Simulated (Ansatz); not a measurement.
# H3PO (SMILES O=[PH3]) at RPA@PBE/STO-3G

Aim: the electronic atomisation energy of H3PO at RPA@PBE/STO-3G, from 4 runs. 

The calculation is run with Ansatz 0.2.0.

62 further runs of the same task are left out: 5 that didn't finish, 57 set aside as unsound or not needed.

### 1 The molecule

The species is H3PO (5 atoms), meant as a singlet with charge 0. SMILES: `O=[PH3]`. Geometry: relaxed at GFN2-xTB.

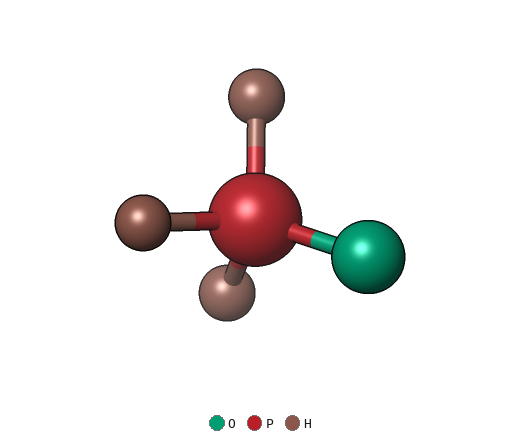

Viewed from a chosen angle; oxygen teal, phosphorus red, hydrogen brown.

### 2 A single-point energy at RPA@PBE/STO-3G

Contents of job.yaml:

```yaml
crystal:
  periodic: [false, false, false]
  atoms:
    - {symbol: O, position_ang: [-1.381960, -0.328270, 0.532950]}
    - {symbol: P, position_ang: [-0.058510, -0.014650, 0.022530]}
    - {symbol: H, position_ang: [0.807060, 0.564860, 0.939400]}
    - {symbol: H, position_ang: [0.663660, -1.098320, -0.454890]}
    - {symbol: H, position_ang: [-0.030250, 0.876380, -1.039990]}
basis:
  gaussian: {orbitals: STO-3G}
accuracy: high
correlation: {method: rpa, frozen_orbitals: {H: 0, O: 1, P: 5}}
hamiltonian: {xc: pbe}
```

Started as:

```bash
$ ansatz run job.yaml --threads 1 --pin off --max-ram 2610MiB --events-out events.jsonl --progress --plain --runs-dir runs
```

Output:

```text
Warning: RAYON_NUM_THREADS=1 ignored (pool sized by the plan → 1); use --threads N
Functional definition: PBE
  name "PBE"
  parameter kappa = 0.804
  parameter beta = 0.06672455060314922
  exchange = pbe_x(kappa = kappa, mu = beta*pi^2/3)
  correlation = pbe_c(beta = beta)
290 factors; integrals over basis functions are off by at most 2.3e-8 eV
mean field evaluation 1: about -11234.2393 eV, gradient 3.9e1 eV
mean field evaluation 2: about -11234.2104 eV, gradient 3.9e1 eV
mean field evaluation 4: about -11239.6788 eV, gradient 1.0e1 eV
mean field evaluation 8: about -11240.0750 eV, gradient 9.5e-2 eV
mean field evaluation 16: about -11240.0750 eV, gradient 5.0e-7 eV
mean field -11240.07499705 eV, -413.0651373451 hartree, gradient 3.5e-8 eV, S^2 0.000000; 0 other end points of the search recorded, 0 dependent functions left out
6 core orbitals not correlated: weight in the atoms' cores, before any rotation towards them, 0.999 or more for the frozen orbitals, at most 0.000 for the correlated occupied ones
reference -11219.30604995 eV, -412.3018926169 hartree; 7, 7 occupied and 4, 4 virtual orbitals, 290 factors
Total energy: -11224.76535970 eV, -412.5025185499 hartree
```

Run time: 1.4 s. Hardware: 1 thread of Arm Neoverse V1, shared host; peak memory 0.093 GiB.

### 3 The H atom, same level

Contents of input.yaml:

```yaml
crystal:
  periodic: [false, false, false]
  atoms:
    - {symbol: H, position_ang: [0.000000, 0.000000, 0.000000]}
basis:
  gaussian:
    orbitals: STO-3G
magnetization:
  spin_polarized: true
  initial_magnetization: 1
hamiltonian:
  xc: pbe
correlation:
  method: rpa
  frozen_orbitals: {H: 0}
accuracy: high
```

Run the same way, it converges to -0.46658 Eh (log not shown).

### 4 The O atom at the same level

Contents of in.yaml:

```yaml
crystal:
  periodic: [false, false, false]
  atoms:
    - {symbol: O, position_ang: [0.000000, 0.000000, 0.000000]}
basis:
  gaussian: {orbitals: STO-3G}
magnetization: {spin_polarized: true, initial_magnetization: 2}
hamiltonian: {xc: {name: PBE}}
correlation: {method: rpa, frozen_orbitals: {O: 1}}
accuracy: high
```

Run the same way, it converges to -73.83858 Eh (log not shown).

### 5 The P atom, same level

Contents of in.yaml:

```yaml
crystal:
  periodic: [false, false, false]
  atoms:
    - {symbol: P, position_ang: [0.000000, 0.000000, 0.000000]}
basis:
  gaussian:
    orbitals: STO-3G
correlation:
  method: rpa
  frozen_orbitals: {P: 5}
accuracy: high
magnetization:
  spin_polarized: true
  initial_magnetization: 3
hamiltonian:
  xc: {name: PBE}
```

Run the same way, it converges to -336.88709 Eh (log not shown).

### 6 Outcome

At RPA@PBE/STO-3G, 6 core orbitals frozen:

```
                                  quantity          value
                    molecule: total energy  -412.50252 Eh
molecule: RPA correlation energy (valence)     -200.6 mEh
                      H atom: total energy    -0.46658 Eh
            H atom: RPA correlation energy        0.0 mEh
 H atom: ⟨S²⟩ of the reference determinant          0.750
                      O atom: total energy   -73.83858 Eh
  O atom: RPA correlation energy (valence)      -34.4 mEh
 O atom: ⟨S²⟩ of the reference determinant          2.000
                      P atom: total energy  -336.88709 Eh
  P atom: RPA correlation energy (valence)      -19.7 mEh
 P atom: ⟨S²⟩ of the reference determinant          3.750
             electronic atomisation energy      10.262 eV
```

In words: Taking the molecule apart into free atoms costs 10.26 eV (237 kcal/mol), before zero-point energy and without spin-orbit coupling. In a minimal basis such a difference can be off by several eV, whatever the method.
